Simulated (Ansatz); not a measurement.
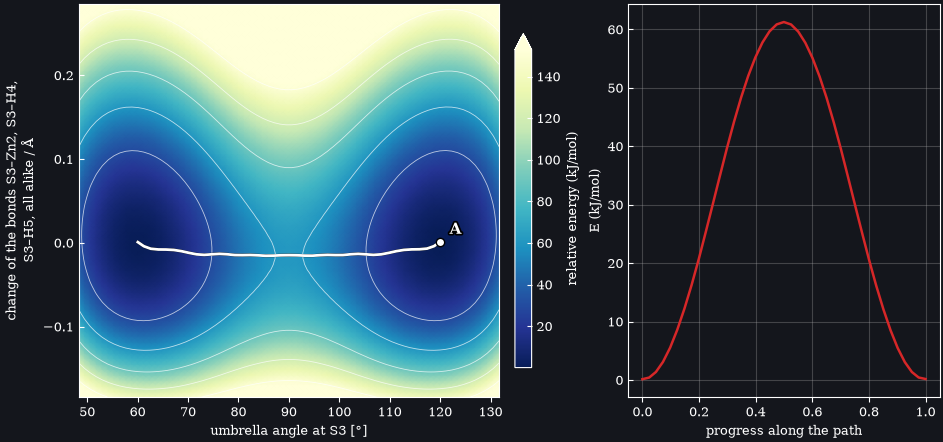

FH₂SZn, SMILES [F][Zn][SH2+], charge +1. 
- The first coordinate is: umbrella angle at S3 (between each of its bonds and their common axis; 90 is planar); the second: change of the bonds S3–Zn2, S3–H4, S3–H5, all alike.
- Nothing is relaxed (all other coordinates rigid).
- The scan uses a 9 × 9 grid.
- Points are written as (first, second).
- All energies are given in kJ/mol relative to the relaxed molecule at the same level.
- Method: Ansatz, RKS wB97X-V/def2-SVP.

Drawn: a smooth colour map with a few white contour lines, a line along the lowest path, one colour for all values above the top of the scale, the energy along the path at the right, the start A. Between grid points the surface is interpolated.

Describe the path and its barrier.

The easiest path leads from the well at (121.3°, −0.008 Å) to a well of about the same depth at (58.7°, −0.008 Å). Its highest point lies about 61 kJ/mol above the bottom of the first well on the interpolated surface, at (90.0°, −0.008 Å). The start is the relaxed structure and all else is held, so a fully relaxed path at this level can only be lower.
